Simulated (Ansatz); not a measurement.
Three curves of one kind of scan: energy against volume (even scaling of the relaxed cell, symmetry kept). Level of theory: r2SCAN (plane waves to 500 eV, PAW, scalar-relativistic; Ansatz, a first-principles code). Each is measured from its own zero (the relaxed starting cell). 

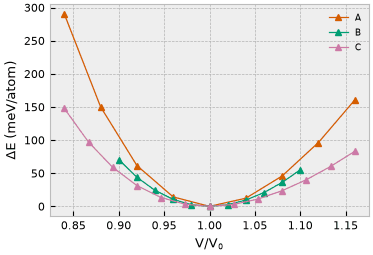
Curves A, B and C.

```
V/V₀   ΔE (meV/atom)
-----  -------------
0.900           70.4
0.940           24.1
0.980            2.5
1.020            2.4
1.060           20.8
1.100           55.1
```

Problem. Which curve does this table belong to?

Solution. Curve B, which is SiO$_{2}$ (space group P6_422). The others: A is TaGe2 (space group P6_222); C is Ca(CdAs)2 (space group P-3m1).

All were relaxed with their symmetry unable to fall. Spin-orbit coupling is left out. TaGe2 is run without spin polarisation.

(Under strain, the slope of the energy per volume gives the stress and its curvature an elastic modulus.)
